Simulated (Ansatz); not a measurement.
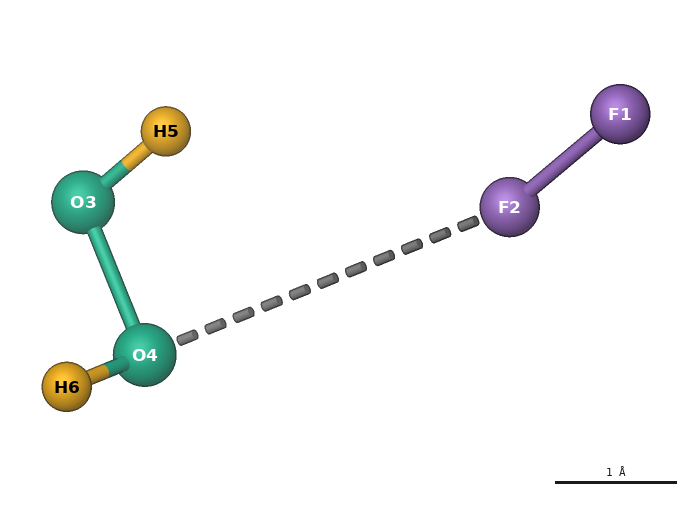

Two molecules or ions; the broken line marks their closest contact (measured against van der Waals radii). Geometry: a pair of rigid molecules at a changed separation. Program: Ansatz 0.2.0.

> Which two species are they?

F2 and H2O2 (`FF.OO`).

> How long is the contact?

F2···O4 is 3.87 Å.

Give the counterpoise-corrected interaction energy (kJ/mol, monomers kept as in the pair) with RHF-CCSD(T) (frozen core)/def2-TZVPPD; PBE0-D4/def2-TZVPPD; ωB97M-V/def2-TZVPPD; B3LYP-D4/def2-TZVPPD.

| level | interaction energy (kJ/mol) |
| --- | --- |
| RHF-CCSD(T) (frozen core)/def2-TZVPPD | −1.3 |
| PBE0-D4/def2-TZVPPD | −1.3 |
| ωB97M-V/def2-TZVPPD | −1.3 |
| B3LYP-D4/def2-TZVPPD | −0.9 |
